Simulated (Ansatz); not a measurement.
# Run report: SnH5Cl, nudged elastic band

The run: nudged elastic band of SnH5Cl. Method and program: RKS PBE/def2-SVP (Ansatz 0.2.0).

It belongs to a series of runs on one base structure; here: band between the two ends. Figures and captions count atoms from 1; the log counts them from 0 in places.

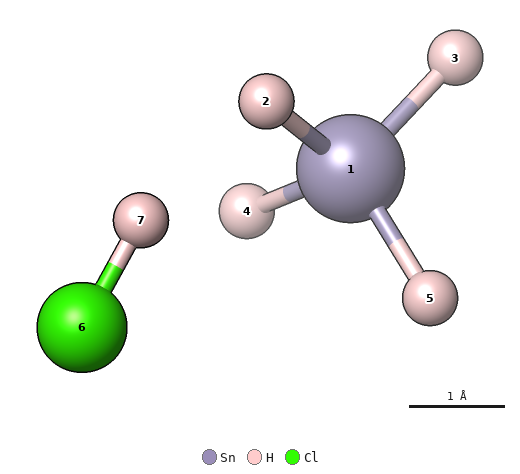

Figure 1. The input geometry (ball-and-stick view, seen at a tilt; atoms are numbered from 1 in the order of the input). Sticks mark near contacts.

**Results in brief**

| quantity | value |
| --- | --- |
| outcome | converged |
| barrier, forward | 1.062 eV |
| barrier, backward | 1.685 eV |
| hardware | 1 thread of Arm Neoverse V2, 24 GiB of memory available, shared host |
| wall time | 1.7 min |
| peak memory | 0.12 GiB |

**Remarks**

The order of the saddle point was not checked.

**Input**
```yaml
crystal:
  periodic: [false, false, false]
  atoms:
    - { symbol: Sn, position_ang: [0.271044, 0.0, -0.158094] }
    - { symbol: H, position_ang: [0.073553, 0.0, 1.567091] }
    - { symbol: H, position_ang: [1.962041, 0.0, -0.496945] }
    - { symbol: H, position_ang: [-0.466988, 1.416237, -0.799027] }
    - { symbol: H, position_ang: [-0.466988, -1.416237, -0.799027] }
    - { symbol: Cl, position_ang: [-3.130702, 0.0, 1.879246] }
    - { symbol: H, position_ang: [-1.847662, 0.0, 2.104657] }
basis:
  gaussian: { orbitals: def2-SVP }
hamiltonian:
  xc: pbe
neb:
  order_check: false
  images: 5
  f_tol: 0.03
  max_iterations: 60
  final_atoms:
    - { symbol: Sn, position_ang: [-0.37294189, 0.0, -0.83959406] }
    - { symbol: H, position_ang: [-0.24632634, 0.0, 3.74689227] }
    - { symbol: H, position_ang: [1.03130038, 0.0, 0.16251669] }
    - { symbol: H, position_ang: [-0.51399814, 1.433998, -1.78582417] }
    - { symbol: H, position_ang: [-0.51399814, -1.433998, -1.78582417] }
    - { symbol: Cl, position_ang: [-2.24284184, 0.0, 0.63844838] }
    - { symbol: H, position_ang: [-0.74689603, 0.0, 3.16128606] }
  initial_path:
    images:
      - { positions_ang: [[0.271044, 0.0, -0.158094], [0.073553, 0.0, 1.567091], [1.962041, 0.0, -0.496945], [-0.466988, 1.416237, -0.799027], [-0.466988, -1.416237, -0.799027], [-3.130702, 0.0, 1.879246], [-1.847662, 0.0, 2.104657]] }
      - { positions_ang: [[0.18411038, 0.0, -0.1015793], [0.0371181, 0.0, 1.74504198], [1.86249289, 0.0, -0.50853011], [-0.57676116, 1.41742467, -0.72796613], [-0.57676116, -1.41742467, -0.72796613], [-2.94701437, 0.0, 1.5225465], [-1.58888668, 0.0, 2.0963542]] }
      - { positions_ang: [[0.09717676, 0.0, -0.0450646], [0.0006832, 0.0, 1.92299295], [1.76294478, 0.0, -0.52011523], [-0.68653432, 1.41861233, -0.65690526], [-0.68653432, -1.41861233, -0.65690526], [-2.76332673, 0.0, 1.165847], [-1.33011137, 0.0, 2.0880514]] }
      - { positions_ang: [[0.01024314, 0.0, 0.0114501], [-0.03575169, 0.0, 2.10094393], [1.66339667, 0.0, -0.53170034], [-0.79630748, 1.4198, -0.58584439], [-0.79630748, -1.4198, -0.58584439], [-2.5796391, 0.0, 0.8091475], [-1.07133605, 0.0, 2.07974859]] }
      - { positions_ang: [[-0.11748521, 0.0, -0.27223129], [-0.10594324, 0.0, 2.64959338], [1.4526979, 0.0, -0.30029466], [-0.70220437, 1.42453267, -0.98583765], [-0.70220437, -1.42453267, -0.98583765], [-2.46737335, 0.0, 0.7522478], [-0.96318938, 0.0, 2.44026108]] }
      - { positions_ang: [[-0.24521355, 0.0, -0.55591267], [-0.17613479, 0.0, 3.19824283], [1.24199914, 0.0, -0.06888899], [-0.60810126, 1.42926533, -1.38583091], [-0.60810126, -1.42926533, -1.38583091], [-2.35510759, 0.0, 0.69534809], [-0.8550427, 0.0, 2.80077357]] }
      - { positions_ang: [[-0.37294189, 0.0, -0.83959406], [-0.24632634, 0.0, 3.74689227], [1.03130038, 0.0, 0.16251669], [-0.51399814, 1.433998, -1.78582417], [-0.51399814, -1.433998, -1.78582417], [-2.24284184, 0.0, 0.63844838], [-0.74689603, 0.0, 3.16128606]] }
```

Launched with:
```bash
ansatz run input.yaml --threads 1 --pin off --max-ram 2048MiB --backend cpu --events-out ev --progress --plain --runs-dir out
```

**The program's output**
```
Engine: ansatz 0.2.0, aarch64-unknown-linux-gnu
Functional definition: PBE
  parameter kappa = 0.804
  parameter beta = 0.06672455060314922
  exchange = pbe_x(kappa = kappa, mu = beta*pi^2/3)
  correlation = pbe_c(beta = beta)
776 factors; their error is unknown
mean field evaluation 1: about -18424.1201 eV, gradient 1.5e1 eV
mean field evaluation 2: about -18424.5505 eV, gradient 1.1e1 eV
mean field evaluation 4: about -18424.8580 eV, gradient 3.6e-1 eV
mean field evaluation 8: about -18424.8396 eV, gradient 1.1e-2 eV
mean field -18424.83962481 eV, -677.1003674067 hartree, gradient 2.8e-5 eV, S^2 0.000000; 0 other end points of the search recorded, 0 dependent functions left out
the calculation of the forces begins
reference -18424.83966428 eV, -677.1003688573 hartree; 22, 22 occupied and 47, 47 virtual orbitals, 776 factors
776 factors; their error is unknown
mean field evaluation 16: about -18424.5315 eV, gradient 1.9e1 eV
mean field -18425.46274223 eV, -677.1232665498 hartree, gradient 8.3e-6 eV, S^2 0.000000; 0 other end points of the search recorded, 0 dependent functions left out
[... from here on the field's lines of each further geometry are left out, up to the last ...]
NEB iter   1: max|band force component| = 4.198e0 eV/Å  barrier→ = 2.1520 eV  barrier← = 2.7751 eV  Δτ_max = 0.2000 Å  (174 SCF iters)
NEB iter   2: max|band force component| = 1.430e0 eV/Å  barrier→ = 1.4708 eV  barrier← = 2.0939 eV  Δτ_max = 0.2000 Å  (146 SCF iters)
NEB iter   3: max|band force component| = 2.410e0 eV/Å  barrier→ = 0.9783 eV  barrier← = 1.6014 eV  Δτ_max = 0.1024 Å  (136 SCF iters)
NEB iter   4: max|band force component| = 1.282e0 eV/Å  barrier→ = 1.0214 eV  barrier← = 1.6445 eV  Δτ_max = 0.2000 Å  (132 SCF iters)
NEB iter   5: max|band force component| = 7.031e-1 eV/Å  barrier→ = 1.0939 eV  barrier← = 1.7171 eV  CI = image 2  Δτ_max = 0.1691 Å  (129 SCF iters)
NEB iter   6: max|band force component| = 7.470e-1 eV/Å  barrier→ = 1.0783 eV  barrier← = 1.7014 eV  CI = image 2  Δτ_max = 0.0853 Å  (129 SCF iters)
NEB iter   7: max|band force component| = 2.481e-1 eV/Å  barrier→ = 1.0712 eV  barrier← = 1.6943 eV  CI = image 2  Δτ_max = 0.1715 Å  (129 SCF iters)
NEB iter   8: max|band force component| = 9.574e-1 eV/Å  barrier→ = 1.0636 eV  barrier← = 1.6867 eV  CI = image 2  Δτ_max = 0.0851 Å  (124 SCF iters)
NEB iter   9: max|band force component| = 2.637e-1 eV/Å  barrier→ = 1.0619 eV  barrier← = 1.6850 eV  CI = image 2  Δτ_max = 0.0511 Å  (121 SCF iters)
NEB iter  10: max|band force component| = 7.838e-2 eV/Å  barrier→ = 1.0615 eV  barrier← = 1.6846 eV  CI = image 2  Δτ_max = 0.0104 Å  (121 SCF iters)
NEB iter  11: max|band force component| = 4.716e-2 eV/Å  barrier→ = 1.0615 eV  barrier← = 1.6846 eV  CI = image 2  Δτ_max = 0.0158 Å  (95 SCF iters)
NEB iter  12: max|band force component| = 5.437e-2 eV/Å  barrier→ = 1.0615 eV  barrier← = 1.6846 eV  CI = image 2  Δτ_max = 0.0079 Å  (95 SCF iters)
the calculation of the forces begins
reference -18425.45113162 eV, -677.1228398677 hartree; 22, 22 occupied and 47, 47 virtual orbitals, 776 factors
776 factors; their error is unknown
mean field -18423.77817280 eV, -677.0613597649 hartree, gradient 5.7e-6 eV, S^2 0.000000; 1 other end points of the search recorded, 0 dependent functions left out
the calculation of the forces begins
reference -18423.77820930 eV, -677.0613611063 hartree; 22, 22 occupied and 47, 47 virtual orbitals, 776 factors
NEB iter  13: max|band force component| = 1.092e-2 eV/Å  barrier→ = 1.0615 eV  barrier← = 1.6846 eV  CI = image 2  Δτ_max = 0.0000 Å  (218 SCF iters)
```

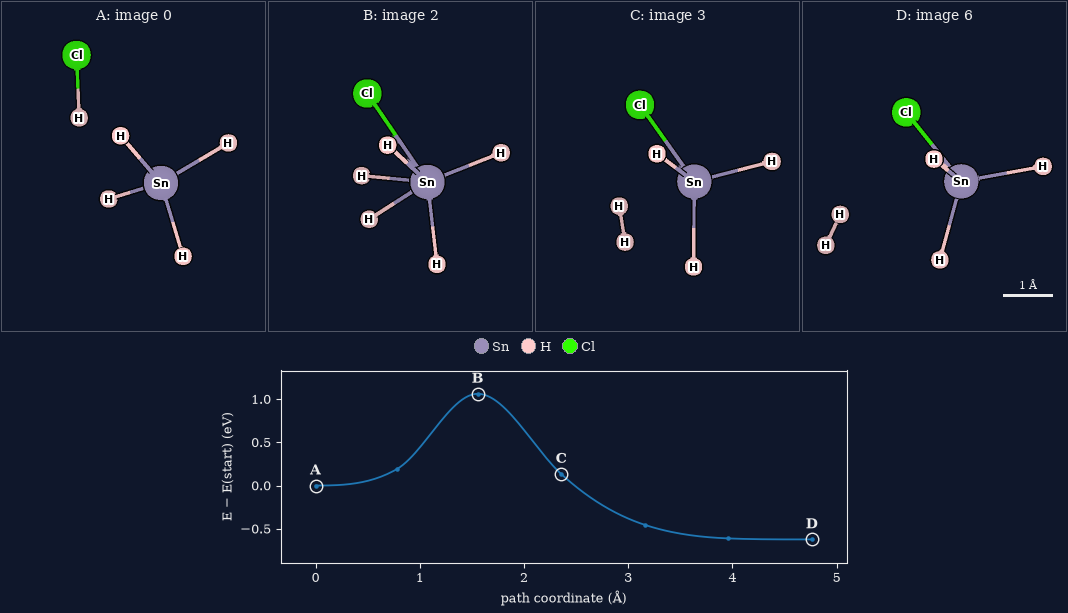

Figure 2. Images of the last band (counted from 0; ball-and-stick, seen at a tilt) above the energy along the path; the line is a cubic interpolation that uses the forces. The highest image is number 2, 1.061 eV above the start and 1.685 eV above the end (the climbing image); the end lies 0.623 eV below the start. The path is 4.76 Å long. The band converged in 13 iterations.

```
Total energy: -18423.77820930 eV, -677.0613611063 hartree
Atom 0 at    -0.194504    -0.000000    -0.132265 Å, force    -0.000332     0.000000    -0.000163 eV/Å
Atom 1 at    -0.036836    -0.000000     1.886669 Å, force     0.000094    -0.000000     0.000057 eV/Å
Atom 2 at     1.550307    -0.000000    -0.020962 Å, force     0.000162     0.000000     0.000015 eV/Å
Atom 3 at    -0.683418     1.490822    -0.831710 Å, force     0.000062    -0.000013     0.000057 eV/Å
Atom 4 at    -0.683418    -1.490822    -0.831710 Å, force     0.000062     0.000013     0.000057 eV/Å
Atom 5 at    -2.572169     0.000000     1.319242 Å, force    -0.000006     0.000000    -0.000019 eV/Å
Atom 6 at    -0.985664     0.000000     1.908638 Å, force    -0.000041    -0.000000    -0.000004 eV/Å
Dipole moment:     0.534796     0.000000    -0.302990 e Å
this run last wrote the band of iteration 13 to [file]
```

**The last band as extended XYZ (Å, eV, eV/Å)**
```
7
Properties=species:S:1:pos:R:3:forces:R:3 image=0 energy=-18424.83963
Sn    0.2710    0.0000   -0.1581    0.0003   0.0000   0.0010
H     0.0736    0.0000    1.5671   -0.0009   0.0000  -0.0008
H     1.9620    0.0000   -0.4969   -0.0004   0.0000  -0.0002
H    -0.4670    1.4162   -0.7990    0.0004   0.0003  -0.0003
H    -0.4670   -1.4162   -0.7990    0.0004  -0.0003  -0.0003
Cl   -3.1307    0.0000    1.8792   -0.0008   0.0000   0.0003
H    -1.8477    0.0000    2.1047    0.0009   0.0000   0.0003
7
Properties=species:S:1:pos:R:3:forces:R:3 image=1 energy=-18424.65163
Sn    0.0793    0.0000   -0.0939    0.2598   0.0000   0.0376
H     0.0106    0.0000    1.6726    0.0473   0.0000  -0.2045
H     1.7853    0.0000   -0.2719    0.2253   0.0000  -0.2435
H    -0.6270    1.4293   -0.7486    0.0511  -0.0591   0.0815
H    -0.6270   -1.4293   -0.7486    0.0511   0.0591   0.0815
Cl   -2.7607    0.0000    1.5815   -0.1801   0.0000   0.2593
H    -1.4663    0.0000    1.9067   -0.4545   0.0000  -0.0119
7
Properties=species:S:1:pos:R:3:forces:R:3 image=2 energy=-18423.77817
Sn   -0.1945    0.0000   -0.1323   -0.0003   0.0000  -0.0002
H    -0.0368    0.0000    1.8867    0.0001   0.0000   0.0001
H     1.5503    0.0000   -0.0210    0.0002   0.0000   0.0000
H    -0.6834    1.4908   -0.8317    0.0001   0.0000   0.0001
H    -0.6834   -1.4908   -0.8317    0.0001   0.0000   0.0001
Cl   -2.5722    0.0000    1.3192    0.0000   0.0000   0.0000
H    -0.9857    0.0000    1.9086    0.0000   0.0000   0.0000
7
Properties=species:S:1:pos:R:3:forces:R:3 image=3 energy=-18424.70570
Sn   -0.4100    0.0000   -0.2758   -0.3176   0.0000  -0.2107
H     0.0809    0.0000    2.2131    0.1881   0.0000   0.4628
H     1.2845    0.0000    0.1891   -0.3885   0.0000   0.2738
H    -0.6784    1.5112   -1.0364   -0.0105   0.0292  -0.2918
H    -0.6784   -1.5112   -1.0364   -0.0105  -0.0292  -0.2918
Cl   -2.5050    0.0000    1.0355    0.1075   0.0000  -0.3798
H    -0.6994    0.0000    2.2089    0.4315   0.0000   0.4376
7
Properties=species:S:1:pos:R:3:forces:R:3 image=4 energy=-18425.29386
Sn   -0.4522    0.0000   -0.4696   -0.0411   0.0000  -0.1032
H     0.1121    0.0000    2.6426    0.0616   0.0000   0.2074
H     1.0239    0.0000    0.4291   -0.1406   0.0000   0.0771
H    -0.5954    1.4732   -1.3423    0.0037  -0.0196  -0.1546
H    -0.5954   -1.4732   -1.3423    0.0037   0.0196  -0.1546
Cl   -2.4490    0.0000    0.8526    0.0422   0.0000  -0.0425
H    -0.6497    0.0000    2.5278    0.0705   0.0000   0.1705
7
Properties=species:S:1:pos:R:3:forces:R:3 image=5 energy=-18425.45109
Sn   -0.4368    0.0000   -0.6620   -0.0018   0.0000  -0.0135
H     0.0185    0.0000    3.2299    0.0006   0.0000   0.0369
H     0.8948    0.0000    0.4309   -0.0086   0.0000  -0.0046
H    -0.5112    1.4376   -1.6084    0.0000  -0.0026  -0.0173
H    -0.5112   -1.4376   -1.6084    0.0000   0.0026  -0.0173
Cl   -2.4126    0.0000    0.6730    0.0033   0.0000  -0.0059
H    -0.6471    0.0000    2.8429    0.0066   0.0000   0.0215
7
Properties=species:S:1:pos:R:3:forces:R:3 image=6 energy=-18425.46274
Sn   -0.3729    0.0000   -0.8396    0.0095   0.0000   0.0121
H    -0.2463    0.0000    3.7469   -0.0134   0.0000  -0.0104
H     1.0313    0.0000    0.1625   -0.0209   0.0000  -0.0179
H    -0.5140    1.4340   -1.7858    0.0049  -0.0054   0.0020
H    -0.5140   -1.4340   -1.7858    0.0049   0.0054   0.0020
Cl   -2.2428    0.0000    0.6384    0.0013   0.0000   0.0025
H    -0.7469    0.0000    3.1613    0.0136   0.0000   0.0098
```
